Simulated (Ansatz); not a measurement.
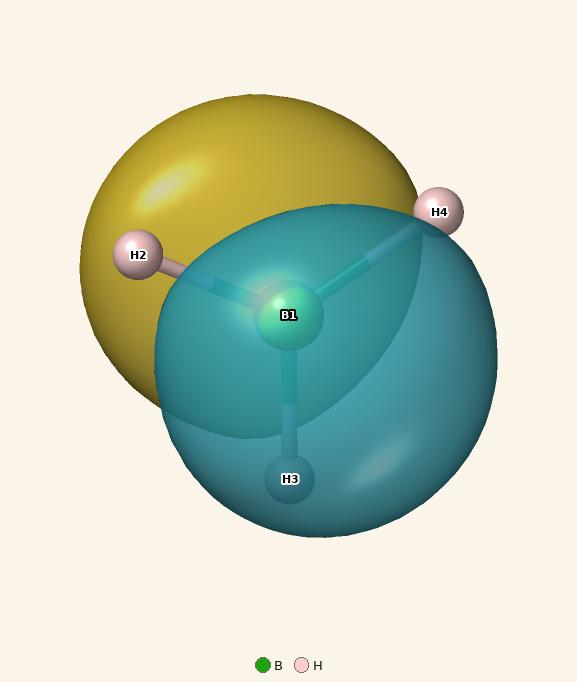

BH₃. One frontier orbital at ±0.15 Å⁻³ᐟ² (yellow and cyan are the two phases), seen at a tilt.

All numbers below come from RKS PBE0-D4/def2-SVP (Ansatz 0.2.0).

**Which orbital is it: HOMO or LUMO?**

The LUMO, at −1.89 eV. By Hirshfeld shares it lies mainly on B1 (about 75 %), H2 (about 10 %), H3 (about 10 %) and H4 (about 10 %); it changes sign across the molecular plane (π type).
